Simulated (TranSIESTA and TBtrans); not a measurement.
Device: Si chain with one B atom in place of Si. Leads: straight Si chain, spacing 2.25 Å. Geometry: 3 atoms about the centre moved by SIESTA (PBE, DZP) to a largest force of 0.01 eV/Å, all others as built, motion along the axis alone.

Computed with TranSIESTA and TBtrans, PBE, DZP numerical orbitals (energy shift 0.15 eV), PseudoDojo norm-conserving scalar-relativistic potentials, mesh cutoff 200 Ry, 300 K, no spin polarisation, no spin-orbit coupling; self-consistent non-equilibrium Green functions.

Energies count from the leads' Fermi level. Transmissions are for one spin of a degenerate pair. The energy step is 0.01 eV; narrower resonances are cut or missed.

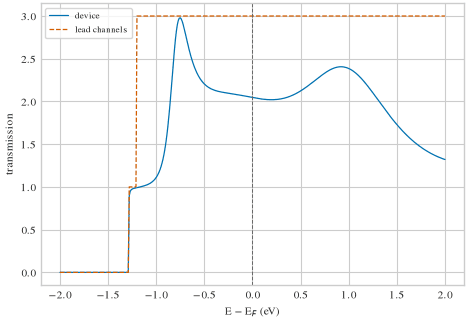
Figure. Transmission against energy

| E (eV) | T | lead channels |
|---|---|---|
| -2.00 | 0 | 0 |
| -1.80 | 0 | 0 |
| -1.60 | 0 | 0 |
| -1.40 | 0 | 0 |
| -1.20 | 0.99 | band edge |
| -1.00 | 1.11 | 3 |
| -0.80 | 2.73 | 3 |
| -0.60 | 2.39 | 3 |
| -0.40 | 2.13 | 3 |
| -0.20 | 2.09 | 3 |
| 0.00 | 2.05 | 3 |
| 0.20 | 2.02 | 3 |
| 0.40 | 2.06 | 3 |
| 0.60 | 2.20 | 3 |
| 0.80 | 2.37 | 3 |
| 1.00 | 2.39 | 3 |
| 1.20 | 2.18 | 3 |
| 1.40 | 1.87 | 3 |
| 1.60 | 1.61 | 3 |
| 1.80 | 1.43 | 3 |
| 2.00 | 1.32 | 3 |

The straight chain is held at its spacing; free chains may zigzag or dimerise. No spin-polarised start was tried, so a magnetic state, if there is one, is missed.
